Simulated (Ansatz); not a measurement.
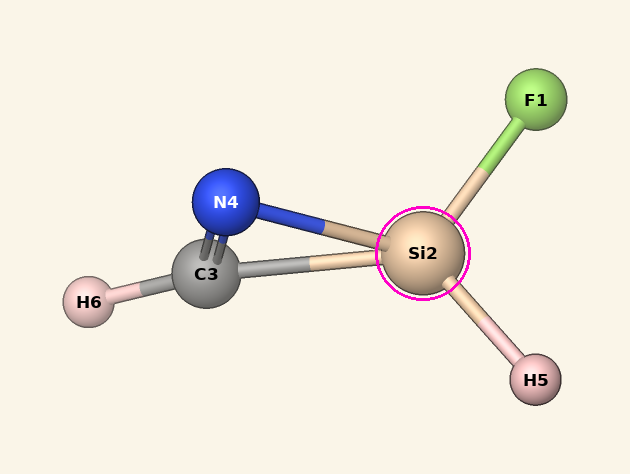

Depth is shown by fading: the farther an atom, the more it takes the colour of the background. Circles mark the stereogenic atoms. The geometry was computed by an optimisation with PBE-D4/def2-SVP. No frequency run is at hand to confirm it as a minimum.

Question: Assign CIP descriptors.

Answer: Si2: R (priorities F1 > N4 > C3 > H5).

Question: Write the isomeric SMILES.

Answer: F[Si@@H]1C=N1
